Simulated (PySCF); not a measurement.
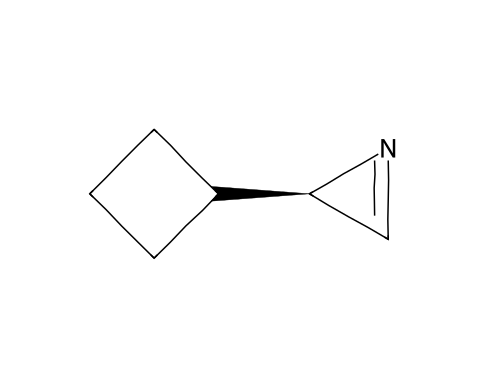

A structural formula.

Question: Write the SMILES.

Answer: C1=N[C@@H]1C1CCC1

Question: What is the molecular formula?

Answer: C6H9N.

Question: An optimisation with GFN2-xTB gave a structure of which point group?

Answer: C1.

The parts below concern this one geometry. Atoms keep their numbers from picture to picture. Computed geometry: GFN2-xTB optimisation. No frequency run is at hand to confirm it as a minimum.

## Geometry

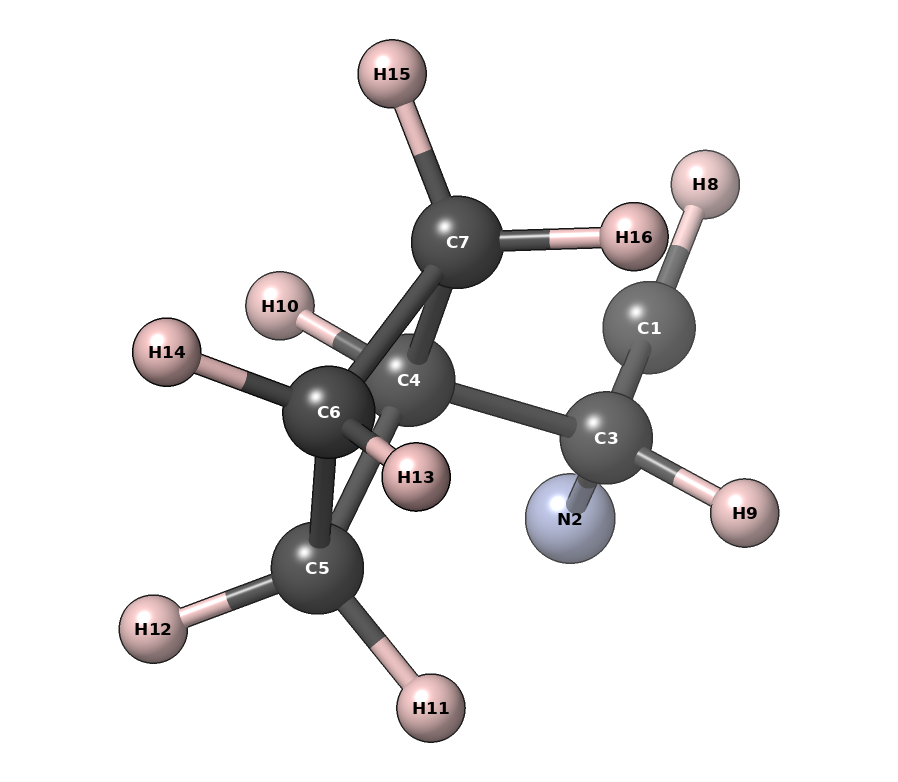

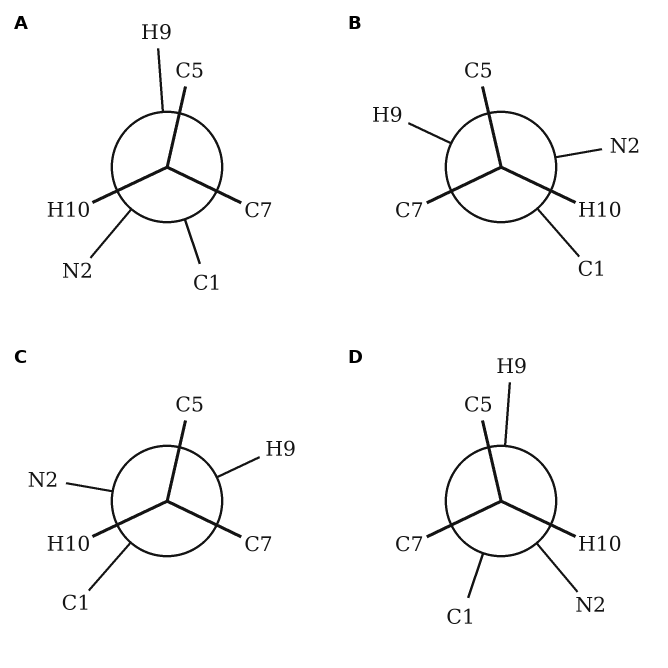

Atoms fade into the background with distance from the viewer. Bonds that would overlap in a projection are set slightly apart. No frequency run is at hand to confirm it as a minimum.

Question: Which Newman projection shows the view along C4–C3, with C4 in front?

Answer: B. The torsion angle C5–C4–C3–N2 is 93°, about perpendicular.

## Quadrupole coupling

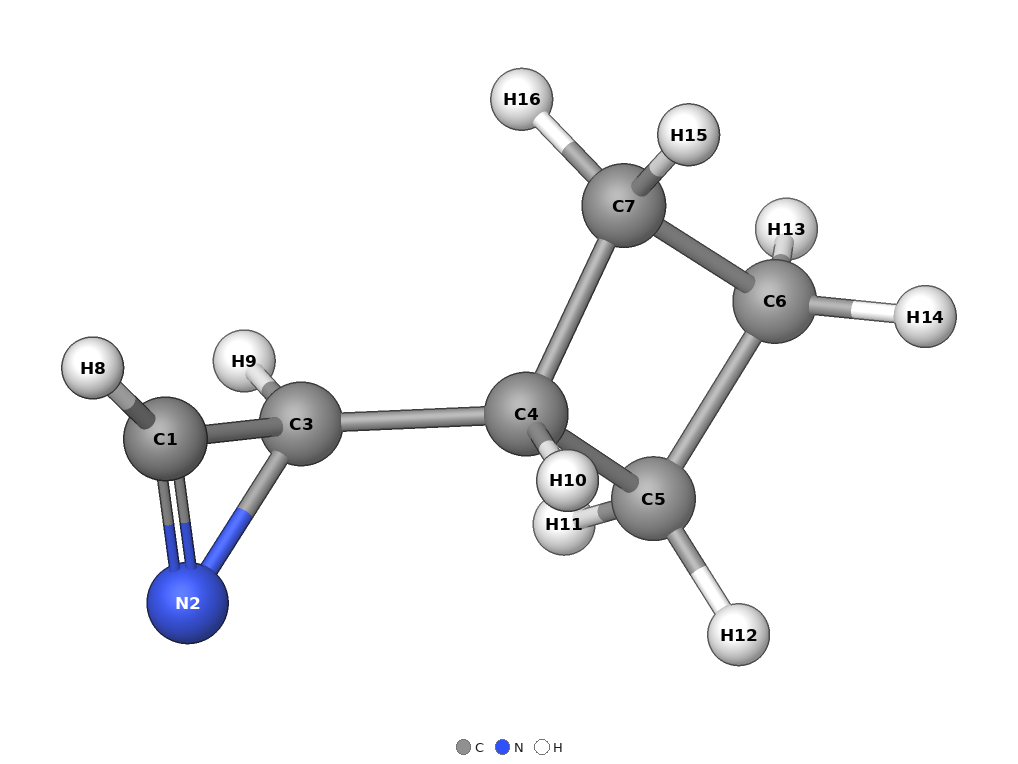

No frequency run is at hand to confirm it as a minimum. Electric field gradients from the ground-state density, PBE0/pcSseg-1 (PySCF 2.14.0), non-relativistic apart from any core potentials.

Give the largest field-gradient component, the quadrupole coupling constant and the asymmetry for 14N at N2 (Q = 20.44 mb), 2H at H8 (Q = 2.86 mb), 2H at H9 (Q = 2.86 mb), 2H at H10 (Q = 2.86 mb), 2H at H11 (Q = 2.86 mb).

| atom | V_zz (a.u.) | e²qQ/h (MHz) | η |
| --- | --- | --- | --- |
| N2 | −0.727 | −3.49 | 0.65 |
| H8 | 0.361 | 0.243 | 0.02 |
| H9 | 0.312 | 0.210 | 0.10 |
| H10 | 0.301 | 0.202 | 0.04 |
| H11 | 0.313 | 0.211 | 0.01 |

## NMR shielding

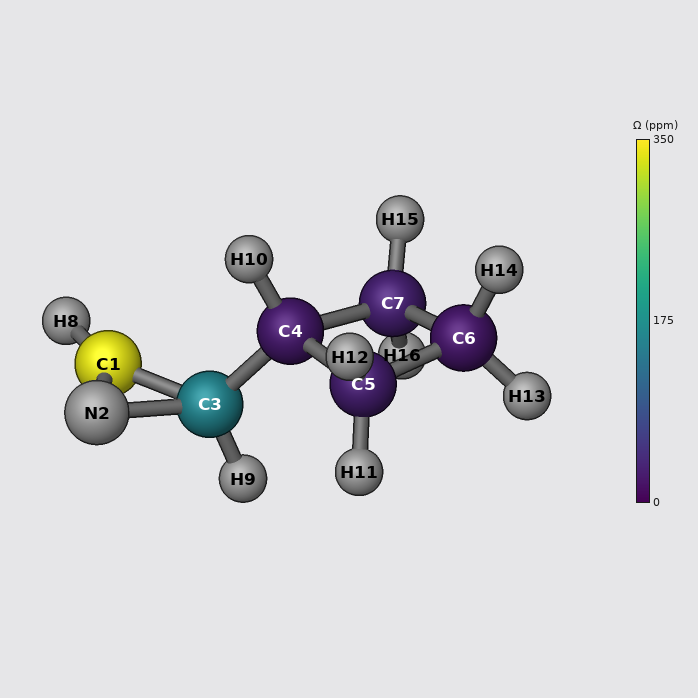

The C atoms are coloured by the span of their shielding tensor. No frequency run is at hand to confirm it as a minimum. Properties computed with GIAO PBE0/pcSseg-1 NMR shielding, non-relativistic, gas phase (PySCF 2.14.0). Principal shieldings σ11 ≤ σ22 ≤ σ33, span Ω = σ33 − σ11, skew κ = 3(σiso − σ22)/Ω.

Question: Which C atom has the most anisotropic shielding?

Answer: C1, with a span of 335 ppm.

Give the shielding tensors of the C atoms.

```tsv
atom	σ11	σ22	σ33	σiso	Ω	κ
C1	−178.1	36.4	156.9	5.0	335.0	−0.28
C3	87.0	125.7	245.1	152.6	158.1	0.51
C4	134.9	139.0	161.0	145.0	26.0	0.69
C5	147.7	153.5	180.4	160.6	32.7	0.64
C6	159.3	166.6	183.1	169.7	23.8	0.39
C7	149.0	156.3	182.0	162.4	33.0	0.56
```

Shieldings and span in ppm.

## Charges

The questions are on ESP-fitted charges. No frequency run is at hand to confirm it as a minimum. Level of theory: PBE0/pcSseg-1, gas phase (PySCF 2.14.0).

Give the ESP-fitted charges atom by atom.

| atom | value (e) |
| --- | --- |
| C1 | 0.13 |
| N2 | −0.32 |
| C3 | −0.35 |
| C4 | 0.17 |
| C5 | −0.14 |
| C6 | −0.08 |
| C7 | −0.21 |
| H8 | 0.15 |
| H9 | 0.22 |
| H10 | 0.08 |
| H11 | 0.08 |
| H12 | 0.05 |
| H13 | 0.04 |
| H14 | 0.05 |
| H15 | 0.06 |
| H16 | 0.06 |
